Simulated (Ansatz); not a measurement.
Antifluorite Be2C, treated with RPBE in Ansatz (plane waves, PAW).

Run with plane-wave cutoff 520 eV, 14×14×14 k mesh, Fermi–Dirac smearing 0.01 eV, scalar-relativistic PAW data made under PBE.

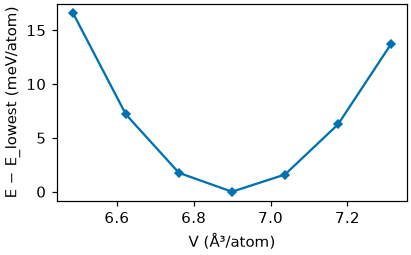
*Total energy against volume*

Task: From the curve, estimate the equilibrium volume and the bulk modulus.

Result: V0 ≈ 6.9 Å³/atom and B0 ≈ 190 GPa; the fit gives V0 = 6.901 Å³/atom, B0 = 194 GPa, B′ = 3.5.

Measured, for comparison: equilibrium volume per atom 6.81 Å³/atom (temperature not stated, not corrected to a static lattice; as tabulated in Freccero, Grin, Wagner, Dalton Trans. (2023), ESI). Computed (rounded) less measured: equilibrium volume per atom +1.3 %.

Computed values are for the static lattice.

Cost on a shared machine: about 14 core-seconds (a rough figure).

Ansatz is a first-principles code.
